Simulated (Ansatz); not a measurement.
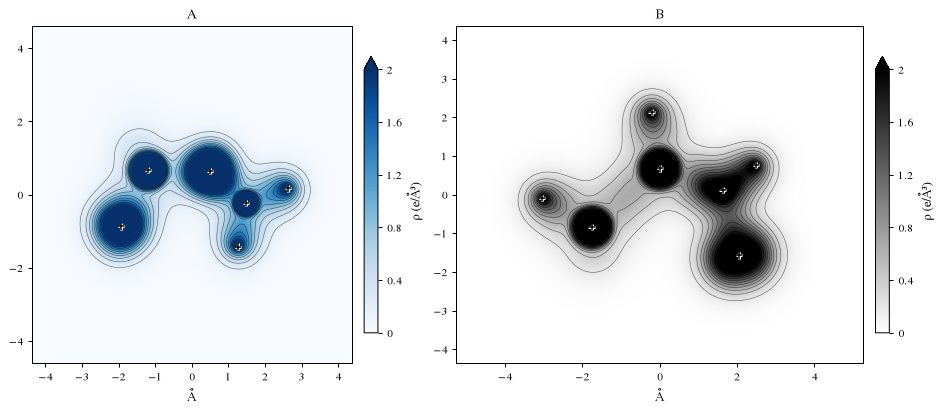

The electron density of 2 systems, each on a plane through atoms (crosses mark nuclei in the plane).

Computed with RKS BHLYP/def2-SVP (Ansatz).

System 1: B2H7NOSi, the plane of atoms H6, B1 and H7. 

```xyz
12

B     0.1778    1.8108    1.5025
O    -0.5846    0.9321    0.8478
Si   -0.4634   -0.6284    0.2176
B    -0.9382   -0.4242   -1.7234
N     1.0861   -1.3512    0.3241
H     1.3164    1.5384    1.7980
H    -0.2906    2.8816    1.7885
H    -1.3660   -1.4438    1.0548
H    -1.9708   -0.7989   -2.2014
H    -0.1521    0.0994   -2.4647
H     1.4149   -1.7939    1.1661
H     1.8532   -1.0438   -0.2509
```

System 2: CH5ClSi2, the plane of atoms Si2, C3 and Cl4. 

```yaml
atoms:
  - { symbol: Si, position_ang: [-0.2297, 0.6308, -1.4837] }
  - { symbol: Si, position_ang: [0.8210, -0.3309, 0.3610] }
  - { symbol: C, position_ang: [-0.0793, -0.6751, 1.7816] }
  - { symbol: Cl, position_ang: [-1.7763, -0.3389, 1.9287] }
  - { symbol: H, position_ang: [0.7761, 0.8148, -2.5558] }
  - { symbol: H, position_ang: [-0.7978, 1.9449, -1.1108] }
  - { symbol: H, position_ang: [-1.3087, -0.2579, -1.9681] }
  - { symbol: H, position_ang: [2.2570, -0.6665, 0.3680] }
  - { symbol: H, position_ang: [0.3378, -1.1212, 2.6792] }
```

> Match each panel to its system.

Panel A is system 1, B2H7NOSi: the plane holds B, O, Si, N and H. B–O (1.33 Å): ρ is about 2.2 e/Å³ halfway. Panel B is system 2, CH5ClSi2: the plane holds Si, C, Cl and H. C–Si (1.72 Å): ρ at the midpoint is about 1.1 e/Å³.
